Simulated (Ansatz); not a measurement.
# CCSDTQ/STO-3G run of AlH3Cl− (SMILES [AlH3-][Cl])

What is the energy change on altering one bond length of AlH3Cl− at CCSDTQ/STO-3G? 

The calculation is run with Ansatz 0.2.0.

5 further runs of the same task are left out: 3 that didn't finish, 2 set aside as unsound or not needed.

### 1 The structure to begin with

AlH3Cl− has 5 atoms, charge -1, and is taken as a singlet. As SMILES, `[AlH3-][Cl]`. Geometry: a GFN2-xTB relaxation, a rough one for these elements and not checked as a minimum.

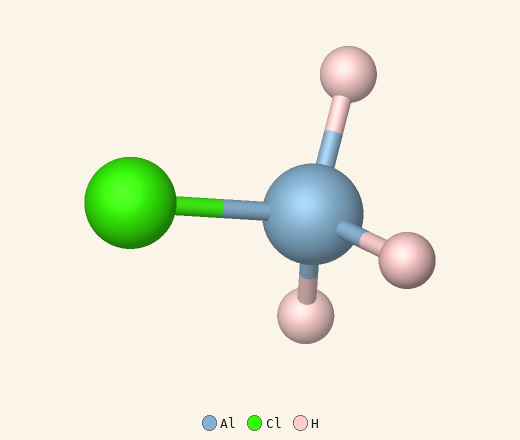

The structure, seen from a chosen angle (aluminium light blue, chlorine green, hydrogen pink).

### 2 A single-point energy at CCSDTQ/STO-3G

Contents of job.yaml:

```yaml
crystal:
  periodic: [false, false, false]
  atoms:
    - {symbol: Al, position_ang: [0.109160, -0.000440, -0.082500]}
    - {symbol: Cl, position_ang: [-1.562720, -0.002110, 1.184250]}
    - {symbol: H, position_ang: [0.226090, 1.478490, -0.704190]}
    - {symbol: H, position_ang: [-0.160190, -1.106410, -1.218300]}
    - {symbol: H, position_ang: [1.387660, -0.369540, 0.820730]}
basis:
  gaussian:
    orbitals: STO-3G
total_charge: -1
correlation:
  method: ccsdtq
  frozen_orbitals: {Al: 5, Cl: 5, H: 0}
accuracy: high
scf:
  omitted_lower_state_checks: [cluster_reference, increment]
```

Launch:

```console
$ ansatz run job.yaml --threads 1 --pin off --max-ram 2610MiB --events-out events.jsonl --progress --plain --runs-dir runs
```

The program printed (excerpt; [...] marks lines left out):

```text
Warning: RAYON_NUM_THREADS=1 ignored (pool sized by the plan → 1); use --threads N
Functional definition: HF
  name "HF"
[...]
362 factors; integrals over basis functions are off by at most 7.1e-9 eV
[...]
mean field -18920.34048435 eV, -695.3096881324 hartree, gradient 8.0e-8 eV, S^2 0.000000; 0 other end points of the search recorded, 0 dependent functions left out
10 core orbitals not correlated: weight in the atoms' cores, before any rotation towards them, 0.999 or more for the frozen orbitals, at most 0.000 for the correlated occupied ones
reference -18920.34048435 eV, -695.3096881324 hartree; 7, 7 occupied and 4, 4 virtual orbitals, 362 factors
second order -0.98827341 eV of doubles, -0.00000000 eV of singles
cycle   1  -1.26666527 eV  change   -2.8e-1 eV  update   4.6e-2
[...]
cycle  20  -1.42942853 eV  change  -5.5e-11 eV  update  8.5e-10
Total energy: -18921.76991288 eV, -695.3622186621 hartree
Checks for a lower state left out: cluster_reference, increment
```

Run time: 5.1 s. Hardware: 1 thread of Intel Xeon Platinum 8259CL at 2.50GHz (Skylake/Cascade Lake), shared host; peak memory 0.12 GiB.

### 3 The distorted shape

Contents of input.yaml:

```yaml
crystal:
  periodic: [false, false, false]
  atoms:
    - symbol: Al
      position_ang: [-0.210487, 0.091841, -0.308323]
    - symbol: Cl
      position_ang: [-1.882367, 0.090171, 0.958427]
    - symbol: H
      position_ang: [-0.093557, 1.570771, -0.930013]
    - symbol: H
      position_ang: [-0.479837, -1.014129, -1.444123]
    - symbol: H
      position_ang: [1.387660, -0.369540, 0.820730]
basis:
  gaussian:
    orbitals: STO-3G
total_charge: -1
correlation:
  method: ccsdtq
  frozen_orbitals: {Al: 5, Cl: 5, H: 0}
accuracy: high
scf:
  omitted_lower_state_checks: [cluster_reference, increment]
```

Launch:

```console
$ ansatz run input.yaml --threads 1 --pin off --max-ram 2610MiB --events-out events.jsonl --progress --plain --runs-dir runs
```

The program printed (excerpt; [...] marks lines left out):

```text
Warning: RAYON_NUM_THREADS=1 ignored (pool sized by the plan → 1); use --threads N
[... 2 set-up lines as earlier in the session ...]
[...]
362 factors; integrals over basis functions are off by at most 7.8e-9 eV
[...]
mean field -18918.63284764 eV, -695.2469336407 hartree, gradient 5.6e-9 eV, S^2 0.000000; 0 other end points of the search recorded, 0 dependent functions left out
10 core orbitals not correlated: weight in the atoms' cores, before any rotation towards them, 0.999 or more for the frozen orbitals, at most 0.000 for the correlated occupied ones
reference -18918.63284764 eV, -695.2469336407 hartree; 7, 7 occupied and 4, 4 virtual orbitals, 362 factors
second order -1.15860206 eV of doubles, -0.00000000 eV of singles
cycle   1  -1.48961511 eV  change   -3.3e-1 eV  update   5.9e-2
[...]
cycle  23  -1.71224409 eV  change  -2.2e-10 eV  update  6.0e-10
Total energy: -18920.34509173 eV, -695.3098574506 hartree
Checks for a lower state left out: cluster_reference, increment
```

It took 5.7 s on 1 thread of Intel Xeon Platinum 8259CL at 2.50GHz (Skylake/Cascade Lake), shared host; peak memory 0.12 GiB.

### 4 Outcome

Level: CCSDTQ/STO-3G, 10 core orbitals frozen.

| quantity | value |
| --- | --- |
| first shape: total energy | -695.36222 Eh |
| first shape: correlation energy (10 core orbitals frozen) | -52.5 mEh |
| first shape: T1 diagnostic | 0.005 |
| distorted shape: total energy | -695.30986 Eh |
| distorted shape: correlation energy (10 core orbitals frozen) | -62.9 mEh |
| distorted shape: T1 diagnostic | 0.010 |
| energy change with the Al1–H5 bond stretched from 1.608 to 2.010 Å | 1.425 eV |

**Reading.** With the Al1–H5 bond stretched from 1.608 to 2.010 Å the energy rises by 1.42 eV (33 kcal/mol). The first shape isn't relaxed at this level, so the change isn't measured from a minimum. The minimal basis adds a large error of its own.
